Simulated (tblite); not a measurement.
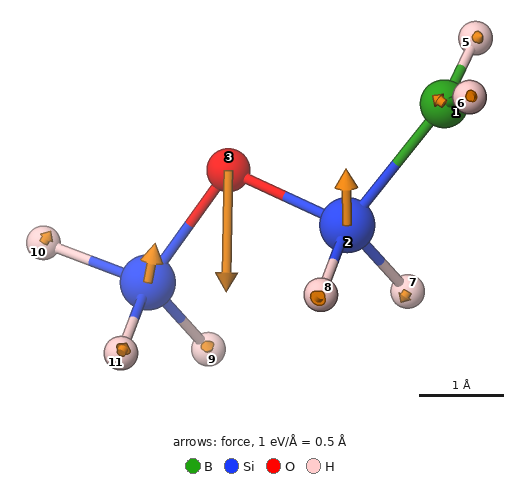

Starting geometry of BSi2H7O with the computed forces as orange arrows. A ball-and-stick model, seen from a free direction.

Method: GFN2-xTB geometry optimisation, gas phase in tblite 0.8.0. 

Q: Is this structure relaxed? If not, where do the atoms go?

A: It isn't relaxed: the largest force vector, on the O atom, is 2.95 eV/Å. The final displacements follow the starting forces only in part (cosine between the two patterns 0.36). The largest move after the best rigid fit is that of an H atom, 1.46 Å. By element the largest moves are H 1.46 Å, O 1.38 Å, Si 0.60 Å, B 0.43 Å. Some distances before and after: Si–Si 2.743 → 3.228 Å, O–Si 1.729 → 1.611 Å, O–Si 1.703 → 1.635 Å, H–Si 1.479 → 1.462 Å. Bond angles that change, for instance: Si–O–Si 106.1° → 167.8°, O–Si–H 110.9° → 102.6°, B–Si–H 107.8° → 115.4°. Groups turn about B–Si by about 60°. After 113 geometry steps the energy has fallen by 17.3 kcal/mol.
